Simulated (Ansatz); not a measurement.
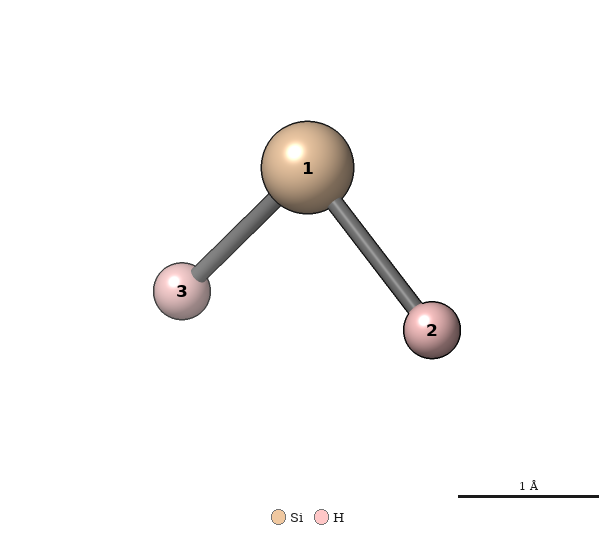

Simulated data, not a measurement (program: Ansatz).

Orthographic view. Depth is shown by fading: the farther an atom, the more it takes the colour of the background. Geometry: a fixed input geometry, not necessarily a minimum.

Give the geometry as a Z-matrix, atoms in numerical order, with these reference atoms: 2 to 1; 3 to 1, 2.

```
Si 
H    1   1.520
H    1   1.525   2    92.2
```
